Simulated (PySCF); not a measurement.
**C3H7Cl2FSi: density, localisation and related maps**

Input

```
{"job": {"kind": "nmr", "xc": "PBE0", "basis": "pcSseg-1"}, "charge": 0, "multiplicity": 1}
F      2.894471     1.631798     0.731328
C      2.159905     0.483871     0.676356
Cl     2.774861    -0.501048    -0.680120
Si     0.296442     0.883214     0.349481
C     -0.609692    -0.784678     0.522159
C     -1.962974    -0.742526    -0.157003
Cl    -2.829588     0.737635     0.324729
H      2.386144    -0.069661     1.591665
H      0.217917     1.406734    -1.011379
H     -0.090951     1.857997     1.368047
H     -0.746338    -1.018525     1.579028
H     -0.031993    -1.601070     0.086477
H     -1.861939    -0.698260    -1.240656
H     -2.596944    -1.585954     0.117746
```

Launched as:

```sh
OMP_NUM_THREADS=1 python probes_run.py task.json out
```

Geometry: GFN2-xTB.

Method: PySCF, PBE0/pcSseg-1, SCF density, gas phase, non-relativistic.

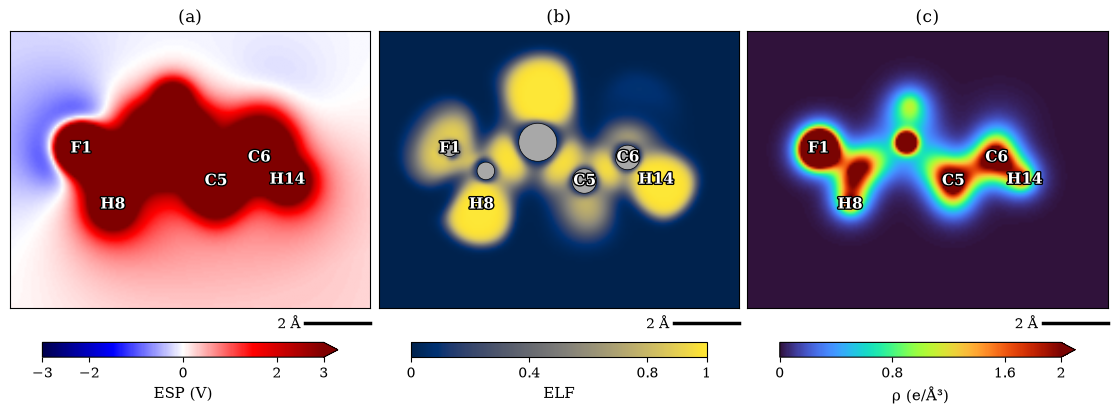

Figure 1. (a) electrostatic potential; (b) ELF; (c) electron density on the plane of atoms C5, C6 and H14. Grey discs cover the atomic cores in the ELF map.

What do the fields say about this system?

The section cuts through F, C and H sites. C–C (1.51 Å): ρ is about 1.7 e/Å³ halfway; the ELF peaks at about 0.95 between the atoms: a covalent bond. C–H (1.09 Å): the density is about 2.1 e/Å³ at the midpoint; the ELF climbs to about 1 towards the hydrogen, as it does in any bond to H: a covalent bond by its length. The ELF also peaks beside F1, away from the bonds: lone-pair regions. Outside the dense part of the molecule the potential is most negative (−0.9 V) near F1.

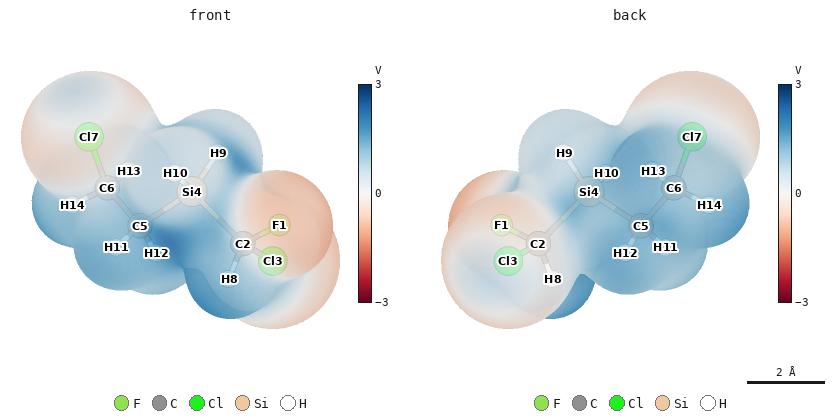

Figure 2. The electrostatic potential painted on the density surface at 0.004 e/bohr³, seen from the front and from behind; the colour scale runs from red (negative) to blue (positive).

Where is the surface potential most negative and most positive?

The most negative region (about −1.0 V, or −23 kcal/mol for a unit charge) lies over F1, the most positive (about +2.0 V, or +46 kcal/mol for a unit charge) over Si4. Cl3 shows a σ-hole: about +0.7 V, or +16 kcal/mol for a unit charge at the tip opposite its bond, against about −0.3 V on its flanks. Cl7 shows a σ-hole: about +0.7 V, or +16 kcal/mol for a unit charge at the tip opposite its bond, against about −0.2 V on its flanks.

What dipole moment does the calculation give?

Its dipole moment is 2.70 D.
